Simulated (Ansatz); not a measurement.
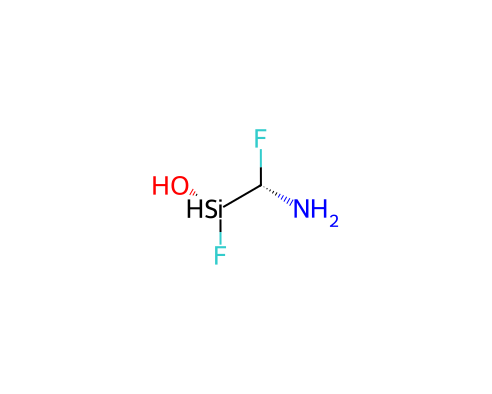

Skeletal drawing of a molecule.

Question: Give its SMILES.

Answer: N[C@@H](F)[Si@@H](O)F

Question: What is the molecular formula?

Answer: CH5F2NOSi.

Question: An optimisation with PBE0-D4/def2-TZVP gave a structure of which point group?

Answer: C1.

More results for the same structure follow; atom numbers are the same in all pictures, views and colours differ. The geometry was computed by an optimisation with PBE0-D4/def2-TZVP. No frequency run is at hand to confirm it as a minimum.

## Geometry

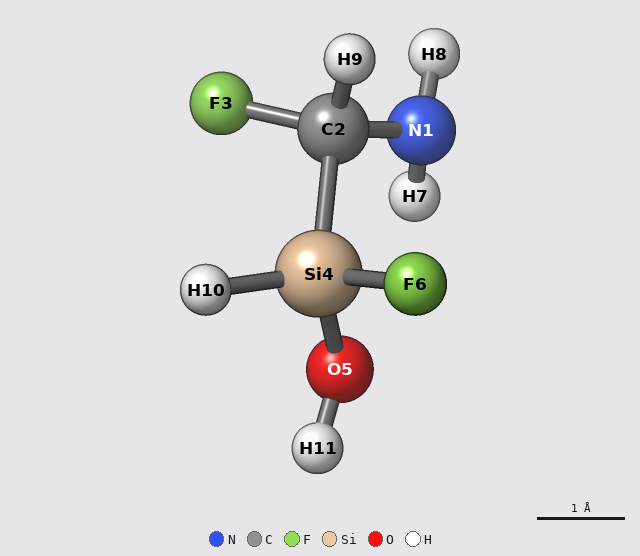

The atoms are numbered. No frequency run is at hand to confirm it as a minimum.

Which atoms are bonded, and how long are the bonds?

| bond | length (Å) | order |
| --- | --- | --- |
| N1–C2 | 1.397 | single |
| N1–H7 | 1.010 | single |
| N1–H8 | 1.010 | single |
| C2–F3 | 1.431 | single |
| C2–Si4 | 1.887 | single |
| C2–H9 | 1.094 | single |
| Si4–O5 | 1.632 | single |
| Si4–F6 | 1.595 | single |
| Si4–H10 | 1.479 | single |
| O5–H11 | 0.957 | single |

## Levels of theory compared

No frequency run is at hand to confirm it as a minimum. Program: Ansatz 0.2.0.

Compare HOMO energy (eV) at these levels: B3LYP-D4/def2-TZVPP; PBE-D4/def2-TZVPP; PBE0-D4/def2-TZVPP; r2SCAN-D4/def2-TZVPP; ωB97M-V/def2-TZVPP; ωB97X-V/def2-TZVPP.

```csv
level,HOMO energy (eV)
B3LYP-D4/def2-TZVPP,−7.71
PBE-D4/def2-TZVPP,−6.45
PBE0-D4/def2-TZVPP,−7.96
r2SCAN-D4/def2-TZVPP,−6.78
ωB97M-V/def2-TZVPP,−10.36
ωB97X-V/def2-TZVPP,−10.45
```

## Charges

The questions are on Mulliken charges. No frequency run is at hand to confirm it as a minimum. Properties computed with RKS ωB97M-V/def2-TZVPP (Ansatz 0.2.0).

Give the Mulliken charges atom by atom.

| atom | value (e) |
| --- | --- |
| N1 | −0.26 |
| C2 | 0.05 |
| F3 | −0.25 |
| Si4 | 0.67 |
| O5 | −0.38 |
| F6 | −0.31 |
| H7 | 0.13 |
| H8 | 0.11 |
| H9 | 0.10 |
| H10 | −0.05 |
| H11 | 0.18 |

## Dipole moment

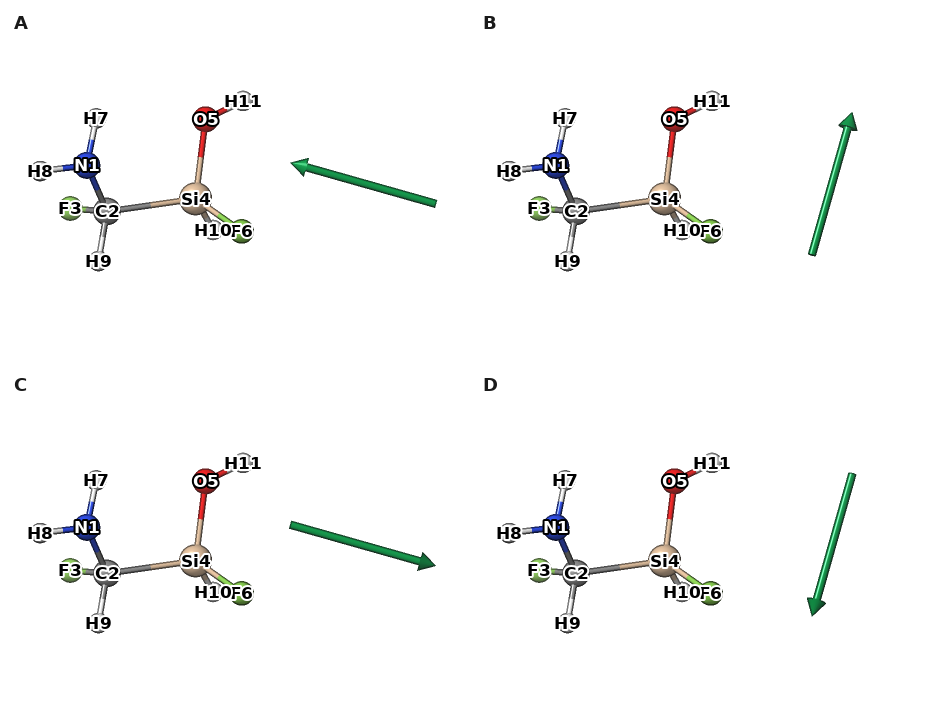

The same molecule four times, each with an arrow. No frequency run is at hand to confirm it as a minimum. Properties computed with RKS PBE0-D4/def2-TZVP (Ansatz 0.2.0).

Question: Which arrow points along the dipole moment, from the negative to the positive end?

Answer: B. The dipole moment is 1.19 D; it points from the side of H9 to the side of H11 (the outermost atoms at the two ends).

Mulliken values depend strongly on the basis set and can even reverse the polarity of a bond.
